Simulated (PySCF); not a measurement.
**C₁₀HF₅O₃: NMR shifts at several levels of theory**

Aim: compute the NMR shifts of C₁₀HF₅O₃ (`O=C(O)C1=C(F)C(=O)c2c(F)c(F)c(F)c(F)c21`) at several levels, and see how far they spread and what each costs.

Computed with PySCF 2.14.0, with density-fitted response routines of our own, on a single molecule in the gas phase. Atoms are numbered from 0 throughout.

**1. The molecule as given**

19 atoms, charge 0, multiplicity 1; geometry from: GFN2-xTB.

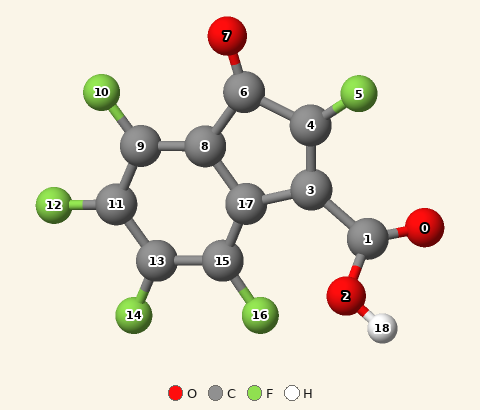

The starting geometry (oxygen red, carbon grey, fluorine green, hydrogen white), atoms numbered.

**2. Geometry optimisation at PBE0-D3(BJ)/def2-SVP**

Job settings and geometry (Å):

```
{"job": {"xc": "PBE0", "basis": "def2-SVP", "d3": "d3bj", "grid": 1, "kind": "geom"}, "charge": 0, "multiplicity": 1}
O     -3.534190    -0.834160     1.428490
C     -2.763320    -0.844090     0.513390
O     -2.786930    -1.717230    -0.489020
C     -1.651210     0.138740     0.337470
C     -1.743590     1.482820     0.384290
F     -2.833910     2.195350     0.580300
C     -0.417650     2.141500     0.113380
O     -0.172650     3.311400     0.067430
C      0.495510     0.974600    -0.086160
C      1.846700     0.936310    -0.353020
F      2.566480     2.037740    -0.496150
C      2.478100    -0.315080    -0.476450
F      3.780410    -0.377470    -0.744770
C      1.748370    -1.482800    -0.310680
F      2.353410    -2.662260    -0.410670
C      0.370500    -1.437020    -0.031730
F     -0.282340    -2.582620     0.146450
C     -0.252550    -0.210980     0.061980
H     -3.495680    -2.369690    -0.367550
```

The log of the run:

```text
step   0  E = -1104.55534700  max force = 0.015742
step   1  E = -1104.55604927  max force = 0.007293
step   2  E = -1104.55713779  max force = 0.003695
step   3  E = -1104.55727245  max force = 0.003315
step   4  E = -1104.55741062  max force = 0.002564
step   5  E = -1104.55751393  max force = 0.001551
step   6  E = -1104.55763100  max force = 0.000849
step   7  E = -1104.55776186  max force = 0.001822
step   8  E = -1104.55779443  max force = 0.000762
step   9  E = -1104.55780748  max force = 0.000332
optimisation converged
```

Wall time 12 min (8 threads of Intel Xeon at 2.50GHz (Skylake/Cascade Lake), shared host).

Along the way:

```tsv
step	energy from step 0 (eV)	largest force component (eV/Å)
0	0.0000	0.8095
1	-0.0191	0.3750
2	-0.0487	0.1900
3	-0.0524	0.1705
4	-0.0562	0.1318
5	-0.0590	0.0798
6	-0.0622	0.0437
7	-0.0657	0.0937
8	-0.0666	0.0392
9	-0.0670	0.0171
```

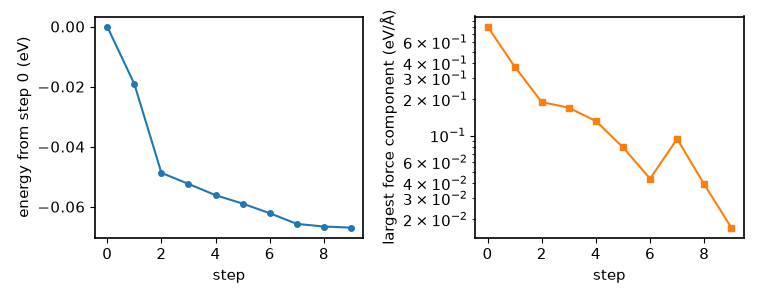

Energy and force, step by step.

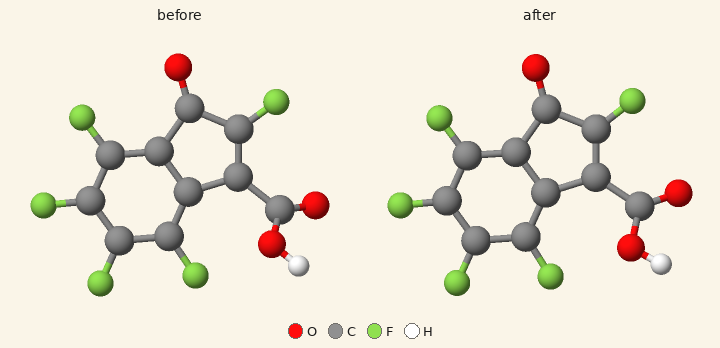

The geometry before (left) and after (right).

Close pairs (by a distance rule), those that changed most:

```tsv
bond	before (Å)	after (Å)	change (Å)
C4–F5	1.317	1.299	-0.018
C3–C17	1.468	1.485	+0.018
C13–F14	1.329	1.316	-0.013
C11–F12	1.331	1.318	-0.013
C1–C3	1.495	1.482	-0.012
C15–F16	1.331	1.318	-0.012
C9–F10	1.324	1.313	-0.010
C6–C8	1.495	1.488	-0.007
```

The end geometry stands in the next job.

```tsv
at the end point	value
point group (found at 0.08 Å tolerance)	C1
rotational constants (GHz, main isotopes)	0.605, 0.355, 0.226
dipole moment (D)	2.88
```

**3. Shielding tensors: PBE0/pcSseg-1**

Job settings and geometry (Å):

```
{"job": {"kind": "nmr", "xc": "PBE0", "basis": "pcSseg-1", "pop": false}, "charge": 0, "multiplicity": 1}
O     -3.797026    -0.488858     1.153893
C     -2.841619    -0.757704     0.476701
O     -2.749898    -1.853025    -0.277564
C     -1.654463     0.119428     0.341006
C     -1.722325     1.466255     0.415498
F     -2.767574     2.204803     0.636744
C     -0.390031     2.103586     0.115193
O     -0.159090     3.281122     0.082866
C      0.509582     0.941093    -0.119187
C      1.862140     0.916234    -0.387305
F      2.572321     2.010890    -0.536432
C      2.506761    -0.327768    -0.504494
F      3.797600    -0.387294    -0.766461
C      1.776847    -1.494376    -0.333030
F      2.381756    -2.659168    -0.427288
C      0.394831    -1.463648    -0.046767
F     -0.201157    -2.623593     0.146334
C     -0.246921    -0.244339     0.036542
H     -3.566273    -2.358579    -0.139268
```

With the program's defaults for keys left out, this is: GIAO PBE0/pcSseg-1 NMR shielding, non-relativistic, gas phase.

The log of the run:

```text
coarse grid: 20168 points
cycle   1  E = -1104.6802057456  dE =  4.324e+00  |g| = 1.483e+00  |ddm| = 5.467e+00
cycle   2  E = -1103.3836578355  dE =  1.297e+00  |g| = 2.985e+00  |ddm| = 5.746e+00
cycle   3  E = -1105.0457415555  dE = -1.662e+00  |g| = 4.675e-01  |ddm| = 4.628e+00
cycle   4  E = -1105.0821709771  dE = -3.643e-02  |g| = 2.034e-01  |ddm| = 6.520e-01
cycle   5  E = -1105.0900851422  dE = -7.914e-03  |g| = 5.437e-02  |ddm| = 2.312e-01
cycle   6  E = -1105.0906761303  dE = -5.910e-04  |g| = 1.939e-02  |ddm| = 7.162e-02
cycle   7  E = -1105.0907529137  dE = -7.678e-05  |g| = 5.278e-03  |ddm| = 2.325e-02
cycle   8  E = -1105.0907579003  dE = -4.987e-06  |g| = 1.948e-03  |ddm| = 7.628e-03
final grid: 209096 points
cycle   9  E = -1105.2568867460  dE = -3.968e-05  |g| = 1.651e-02  |ddm| = 6.705e-02
cycle  10  E = -1105.2567206061  dE =  1.661e-04  |g| = 3.413e-02  |ddm| = 5.033e-02
cycle  11  E = -1105.2569342628  dE = -2.137e-04  |g| = 3.428e-03  |ddm| = 3.778e-02
cycle  12  E = -1105.2569365176  dE = -2.255e-06  |g| = 3.862e-04  |ddm| = 3.526e-03
cycle  13  E = -1105.2569365360  dE = -1.836e-08  |g| = 2.160e-04  |ddm| = 5.895e-04
cycle  14  E = -1105.2569365449  dE = -8.942e-09  |g| = 6.786e-05  |ddm| = 2.591e-04
cycle  15  E = -1105.2569365459  dE = -1.034e-09  |g| = 1.642e-05  |ddm| = 9.021e-05
cycle  16  E = -1105.2569365460  dE = -5.275e-11  |g| = 5.246e-06  |ddm| = 2.522e-05
converged SCF energy = -1105.2569365460

GIAO shielding tensors (ppm)
atom      isotropic    diamagn.    paramagn.     s11        s22        s33       span
  0 O     -117.933     396.382    -514.315   -360.575   -259.158    265.934    626.509
  1 C       21.129     241.951    -220.822    -83.730     68.284     78.834    162.564
  2 O      117.645     389.866    -272.221    -34.193    146.518    240.611    274.804
  3 C       59.179     257.120    -197.941    -33.001     73.425    137.112    170.112
  4 C       17.028     255.075    -238.047    -82.732     63.582     70.233    152.965
  5 F      289.038     469.729    -180.692    173.312    218.704    475.097    301.785
  6 C       -0.799     245.729    -246.528    -92.785     18.756     71.632    164.417
  7 O     -365.854     393.235    -759.089  -1066.908   -413.690    383.037   1449.945
  8 C       76.168     269.980    -193.813     11.464     63.410    153.630    142.166
  9 C       31.915     244.553    -212.638    -16.799     21.959     90.585    107.385
 10 F      307.584     474.429    -166.845    199.790    245.908    477.054    277.264
 11 C       35.779     260.157    -224.378     -4.148     15.595     95.890    100.037
 12 F      336.450     473.021    -136.571    260.764    281.054    467.531    206.766
 13 C       29.703     258.675    -228.972    -17.392     11.761     94.742    112.134
 14 F      322.551     473.211    -150.660    238.914    261.718    467.021    228.108
 15 C       35.091     242.128    -207.037    -13.318     27.103     91.489    104.808
 16 F      315.404     474.409    -159.005    238.152    260.057    448.003    209.851
 17 C       60.824     259.337    -198.512     -1.733     32.095    152.111    153.843
 18 H       25.036      26.995      -1.959     19.698     22.174     33.235     13.537
```

Wall time 3.2 min (8 threads of Intel Xeon at 2.50GHz (Skylake/Cascade Lake), shared host).

The references, computed at this level on geometries of the same kind, shield at (ppm): ¹H TMS 31.27, ¹³C TMS 184.4, ¹⁹F CFCl3 177.2, ¹⁷O H2O 334.6. Their shielding less the atom's gives the shift. The references are single molecules in the gas phase, so shifts against H2O, NH3, PH3, H3PO4 or CFCl3 are not on the usual liquid scales and can be off by tens of ppm.

```tsv
atoms	environment	σ (ppm)	δ (ppm)	δ scaled to CDCl3
C6	ketone carbonyl carbon	-0.8	185.2	179.3
C4	β carbon of a C=C–C=O unit bonded to F	17.0	167.4	162.0
C1	carboxylic acid carbon	21.1	163.3	158.0
C13	aromatic carbon bearing fluorine	29.7	154.7	149.7
C9	aromatic carbon bearing fluorine	31.9	152.5	147.6
C15	aromatic carbon bearing fluorine	35.1	149.3	144.5
C11	aromatic carbon bearing fluorine	35.8	148.6	143.8
C3	β carbon of a C=C–C=O unit	59.2	125.2	121.1
C17	substituted aromatic carbon	60.8	123.6	119.5
C8	substituted aromatic carbon	76.2	108.2	104.6
H18	hydrogen on an acid hydroxyl oxygen	25.04	6.23	–
O7	ketone oxygen	-365.9	700.4	–
O0	carbonyl oxygen	-117.9	452.5	–
O2	acid hydroxyl oxygen	117.6	216.9	–
F5	vinylic fluorine	289.0	-111.8	–
F10	aryl fluorine	307.6	-130.3	–
F16	aryl fluorine	315.4	-138.2	–
F14	aryl fluorine	322.6	-145.3	–
F12	aryl fluorine	336.4	-159.2	–
```

The scaled column applies a straight-line fit of computed shieldings to shifts measured in CDCl3; 19F shifts take a fit of their own (root-mean-square error 0.21 ppm for H, 2.0 ppm for C).

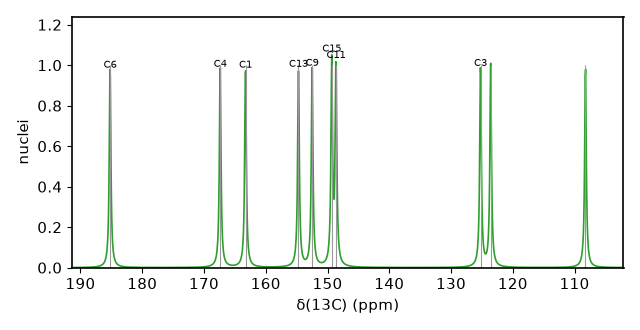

¹³C lines at the computed shifts, without couplings. Lines are broadened to a width of 0.31 ppm (Lorentzian).

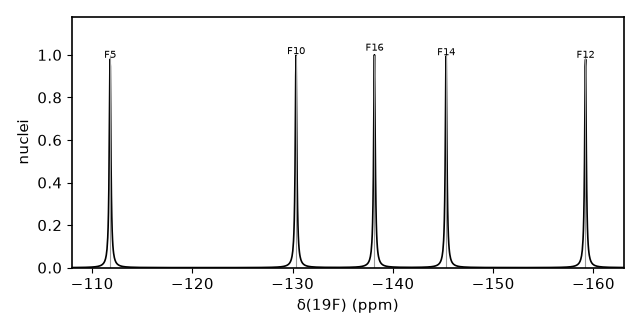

¹⁹F lines at the computed shifts, without couplings. Lines are broadened to a width of 0.19 ppm (Lorentzian).

Ring of atoms C3, C4, C6, C8, C17: NICS(0) 5.6, NICS(1) 2.2, NICS(1)zz 14.9 ppm (means of both faces).

Ring of atoms C8, C9, C11, C13, C15, C17: NICS(0) -11.4, NICS(1) -8.7, NICS(1)zz -15.4 ppm (means of both faces).

**4. NMR shieldings: PBE/pcSseg-1**

The job, as its differences from that of step 3:

```diff
@@ -1,2 +1,2 @@
-{"job": {"kind": "nmr", "xc": "PBE0", "basis": "pcSseg-1", "pop": false}, "charge": 0, "multiplicity": 1}
+{"job": {"kind": "nmr", "xc": "PBE", "basis": "pcSseg-1", "pop": false}, "charge": 0, "multiplicity": 1}
 O     -3.797026    -0.488858     1.153893
```

Method: GIAO PBE/pcSseg-1 NMR shielding, non-relativistic, gas phase.

The log of the run:

```text
coarse grid: 20168 points
cycle   1  E = -1104.6490110025  dE =  3.790e+00  |g| = 1.529e+00  |ddm| = 5.478e+00
cycle   2  E = -1097.8310473051  dE =  6.818e+00  |g| = 4.698e+00  |ddm| = 7.049e+00
cycle   3  E = -1104.0604592537  dE = -6.229e+00  |g| = 1.786e+00  |ddm| = 6.439e+00
cycle   4  E = -1104.9992082801  dE = -9.387e-01  |g| = 4.821e-01  |ddm| = 2.338e+00
cycle   5  E = -1104.8805952868  dE =  1.186e-01  |g| = 7.670e-01  |ddm| = 1.466e+00
cycle   6  E = -1105.0563375281  dE = -1.757e-01  |g| = 1.914e-01  |ddm| = 9.660e-01
cycle   7  E = -1105.0629387583  dE = -6.601e-03  |g| = 8.967e-02  |ddm| = 2.412e-01
cycle   8  E = -1105.0642275605  dE = -1.289e-03  |g| = 4.491e-02  |ddm| = 1.362e-01
cycle   9  E = -1105.0645965801  dE = -3.690e-04  |g| = 1.518e-02  |ddm| = 6.147e-02
cycle  10  E = -1105.0646440961  dE = -4.752e-05  |g| = 3.148e-03  |ddm| = 1.735e-02
cycle  11  E = -1105.0646457184  dE = -1.622e-06  |g| = 1.952e-03  |ddm| = 5.511e-03
final grid: 209096 points
cycle  12  E = -1105.2889983046  dE = -4.024e-05  |g| = 2.350e-02  |ddm| = 9.146e-02
cycle  13  E = -1105.2882448810  dE =  7.534e-04  |g| = 6.672e-02  |ddm| = 9.176e-02
cycle  14  E = -1105.2890795070  dE = -8.346e-04  |g| = 1.006e-02  |ddm| = 8.051e-02
cycle  15  E = -1105.2891002930  dE = -2.079e-05  |g| = 1.390e-03  |ddm| = 1.172e-02
cycle  16  E = -1105.2891004318  dE = -1.388e-07  |g| = 1.084e-03  |ddm| = 2.638e-03
cycle  17  E = -1105.2891007425  dE = -3.107e-07  |g| = 2.065e-04  |ddm| = 1.432e-03
cycle  18  E = -1105.2891007509  dE = -8.423e-09  |g| = 9.276e-05  |ddm| = 3.076e-04
cycle  19  E = -1105.2891007529  dE = -1.968e-09  |g| = 3.109e-05  |ddm| = 1.347e-04
cycle  20  E = -1105.2891007532  dE = -2.519e-10  |g| = 1.224e-05  |ddm| = 5.233e-05
converged SCF energy = -1105.2891007532

GIAO shielding tensors (ppm)
atom      isotropic    diamagn.    paramagn.     s11        s22        s33       span
  0 O     -114.726     397.342    -512.068   -344.967   -248.163    248.951    593.919
  1 C       20.245     243.270    -223.024    -78.611     66.666     72.682    151.293
  2 O      104.914     388.398    -283.484    -42.459    130.442    226.759    269.217
  3 C       56.130     257.180    -201.050    -28.483     64.671    132.202    160.686
  4 C       14.916     255.564    -240.648    -76.686     58.183     63.251    139.936
  5 F      266.705     468.478    -201.774    148.813    183.403    467.898    319.085
  6 C       -3.741     246.079    -249.820    -86.290     11.825     63.241    149.532
  7 O     -350.356     393.368    -743.724  -1038.331   -381.152    368.414   1406.745
  8 C       73.200     270.583    -197.383     12.786     59.158    147.657    134.872
  9 C       28.812     244.890    -216.078    -11.038     16.577     80.898     91.936
 10 F      285.714     473.009    -187.294    173.134    209.403    474.605    301.471
 11 C       32.004     260.600    -228.596     -0.942      9.310     87.645     88.587
 12 F      315.663     470.972    -155.309    226.716    258.467    461.805    235.089
 13 C       26.147     259.187    -233.040    -13.296      5.432     86.307     99.603
 14 F      301.226     471.587    -170.361    201.359    240.900    461.418    260.058
 15 C       31.136     243.228    -212.092     -9.464     20.894     81.979     91.443
 16 F      293.572     474.045    -180.473    209.593    228.613    442.511    232.917
 17 C       58.963     259.852    -200.890      1.684     29.582    145.622    143.937
 18 H       25.242      27.437      -2.196     19.877     23.238     32.609     12.732
```

Wall time 2.4 min (8 threads of Intel Xeon at 2.50GHz (Skylake/Cascade Lake), shared host).

This run: δ C6 183.8, C4 165.1, C1 159.8, C13 153.9, H18 5.96 ppm.

[end of part 1 of 2]
